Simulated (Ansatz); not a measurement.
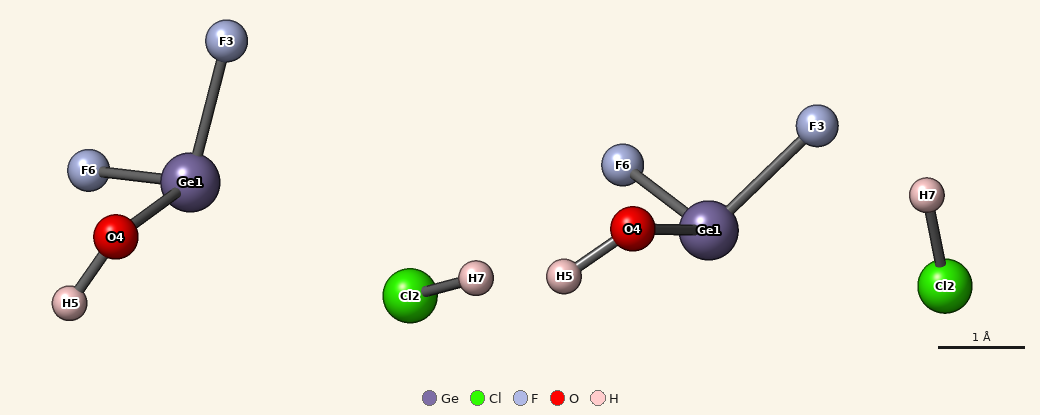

Two geometries of GeH2OClF2 (multiplicity 2), drawn at one scale. One is the start of a relaxation, the other its converged end. Style: ball-and-stick. Shown at a tilt.

The calculation used UKS PBE/def2-SVP in Ansatz. Set-up: collinear spin; force threshold 0.03 eV/Å; at most 50 steps.

Which geometry has the lower energy?

The right one is the relaxed one. The run prepares an end point of a later path (reaction) calculation, from a guessed geometry. The energy falls by 4.80 kcal/mol in 15 accepted moves (16 points after the start). Largest force component: 0.91 eV/Å at the start, 0.019 eV/Å at the end. The line search rejected the trial step at point 1 of the run. The largest move after the best rigid fit is that of F3, 1.31 Å. By element the largest moves are F 1.31 Å, H 1.26 Å, Ge 0.57 Å, Cl 0.33 Å, O 0.10 Å. Among the contacts that change: Ge1–Cl2 3.420 → 3.191 Å, Ge1–F3 1.762 → 1.789 Å, Cl2–H7 1.339 → 1.315 Å, Ge1–O4 1.807 → 1.803 Å. Among the angles between lasting bonds that change: F3–Ge1–O4 104.0° → 100.5°, F3–Ge1–F6 105.9° → 103.5°. Cost: 13 s on 4 threads of AMD EPYC 9R45 96-Core Processor (Zen 5), with other jobs on the host, peak memory 0.19 GiB.

Limits of the set-up: the start holds two separate molecules, 3.4 Å apart at their closest, whose relative position is a soft coordinate and is computed without a dispersion correction.
